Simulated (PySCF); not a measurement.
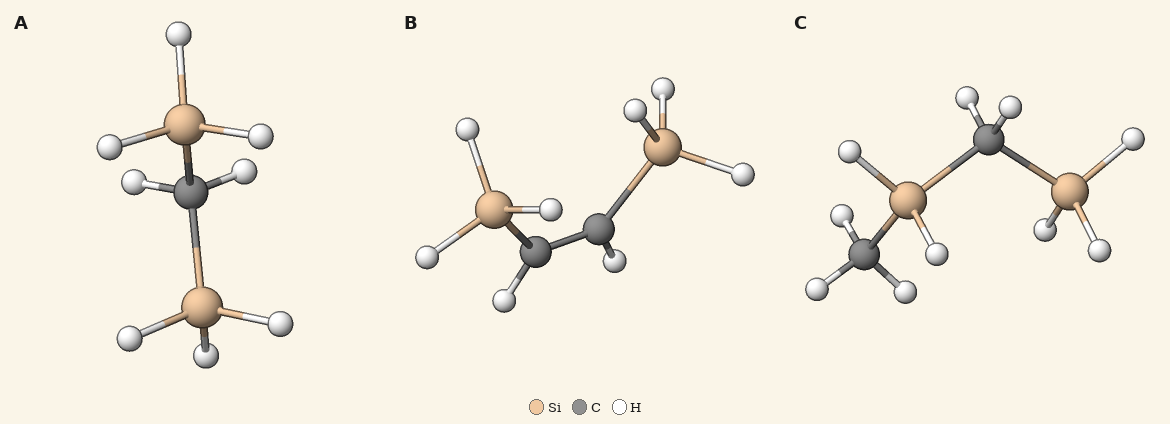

(Drawn from a calculation with PySCF.)

### Which panel belongs to which SMILES?
(1) [SiH3]C[SiH3]
(2) [SiH3]/C=C\[SiH3]
(3) C[SiH2]C[SiH3]

A is (1), B is (2), C is (3).
